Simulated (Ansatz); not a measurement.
# Cl2GaH3Si: small, medium and large basis sets

How large a basis does Cl2GaH3Si need? Two functionals are run in growing sets.

The runs use Ansatz 0.2.0, Gaussian basis; one geometry, several basis sets.

Plan: PBE0-D4/def2-SVP; ωB97M-V/def2-SVP; PBE0-D4/def2-QZVPP; ωB97M-V/def2-QZVPP; the functionals' def2-TZVPP values are taken from earlier runs.

### 1 Structure used throughout

The geometry comes from an earlier relaxation with PBE0-D4 in a triple-zeta def2 set; it is a stationary point, not always the lowest conformer.

SMILES `[SiH3][Ga]([Cl])[Cl]`, 7 atoms, charge 0, spin multiplicity 1.

Atoms are counted from 1 here; the program's logs count them from 0.

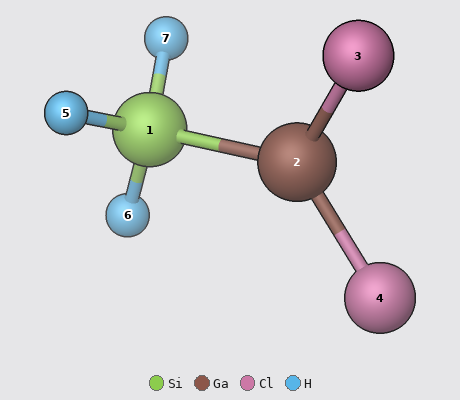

The structure; silicon green, gallium brown, chlorine pink, hydrogen blue; atoms are numbered from 1 in the order of the file.

### 2 PBE0-D4 in def2-SVP

Contents of in.yaml:

```yaml
crystal:
  periodic: [false, false, false]
  atoms:
    - {symbol: Si, position_ang: [-0.337666, 1.079928, -0.237712]}
    - {symbol: Ga, position_ang: [0.345496, -1.165362, 0.239852]}
    - {symbol: Cl, position_ang: [2.044404, -1.611095, 1.467338]}
    - {symbol: Cl, position_ang: [-0.654390, -2.911240, -0.493492]}
    - {symbol: H, position_ang: [-0.686691, 1.744400, 1.043782]}
    - {symbol: H, position_ang: [-1.510534, 1.071246, -1.145687]}
    - {symbol: H, position_ang: [0.799381, 1.792122, -0.874071]}
basis:
  gaussian: {orbitals: def2-SVP}
hamiltonian: {xc: pbe0, dispersion: d4}
output: {orbitals: {seedname: orbitals}}
```

On the command line:

```console
$ ansatz run in.yaml --threads 2 --pin off --events-out ev --progress --plain --max-ram 22528MiB --backend cpu
```

Further steps of the session: ωB97M-V in def2-SVP; PBE0-D4 in def2-QZVPP; ωB97M-V in def2-QZVPP.

Before running them: what should the planned runs give, taken together? Wanted: PBE0-D4: double and triple zeta above quadruple; ωB97M-V: double and triple zeta above quadruple.

As calculated:

| quantity | value |
| --- | --- |
| PBE0-D4: double and triple zeta above quadruple | 20.27, 2.17 eV |
| ωB97M-V: double and triple zeta above quadruple | 20.07, 2.09 eV |

In words: For PBE0-D4 the step from double to triple zeta gains 18.09 eV and the next only 2.17 eV. Total energies overstate the basis error of differences, where much of it tends to cancel.
